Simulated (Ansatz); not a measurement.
Fields on a plane of CeO2 (fluorite)

```xyz
3
Lattice="0.0000 2.6993 2.6993 2.6993 0.0000 2.6993 2.6993 2.6993 0.0000" Properties=species:S:1:pos:R:3 pbc="T T T"
Ce     0.0000     0.0000     0.0000
O      1.3496     1.3496     1.3496
O      4.0489     4.0489     4.0489
```

The slice is a {110} plane (indices of the conventional cell) through the point (0.750, 0.750, 0.750) (fractional), spanned by u = [100] and v = [1 -1 -1] in vectors of this cell: u (3.82 Å) and v (5.40 Å, at 90° to u). It covers one period; positions are fractions (u, v).

Atoms on it: Ce at (0.50, 0.75); O at (0.00, 0.50); O at (0.00, 0.00).

Method: PBEsol (plane waves to 420 eV, PAW, scalar-relativistic; Ansatz, a first-principles code). k mesh 11×11×11. Inside the PAW spheres the values are not all-electron values, and peaks at nuclei hang on which shells count as valence. CeO2 is run without spin polarisation. CeO2 was relaxed with its symmetry unable to fall. The PAW data are Ansatz's earlier set. The filling of the f shell was not checked against other fillings, so treat energies with care.

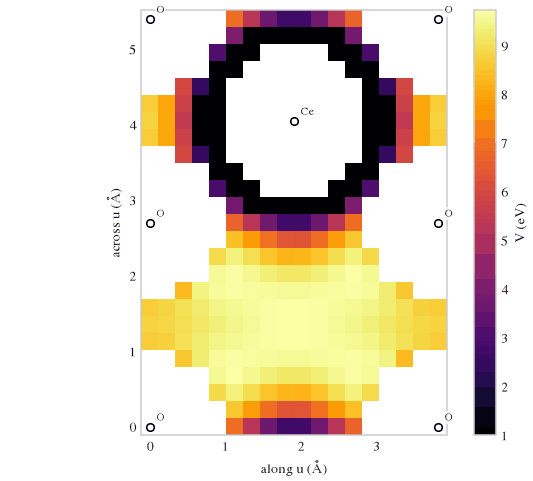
*Electrostatic potential energy of an electron, from the cell's mean, in eV, one period of the plane, atoms marked. Points within 1 Å of a nucleus are left white, as the pseudised field means little there. Values under 1 eV are set to 1. The zero, the cell's mean, hangs on the PAW cores.*

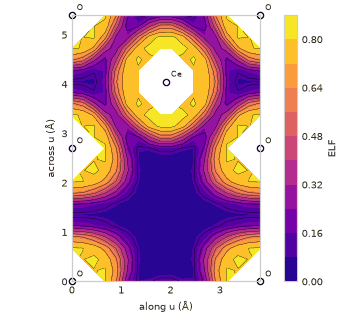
Electron localisation function (ELF), one period of the plane, atoms marked. Points within 0.5 Å of a nucleus are left white, as the pseudised field means little there.

The density on the Ce–O line (2.34 Å) at its density minimum, 1.3 Å from Ce is 0.49 e/Å³ and the ELF at that point is 0.2.
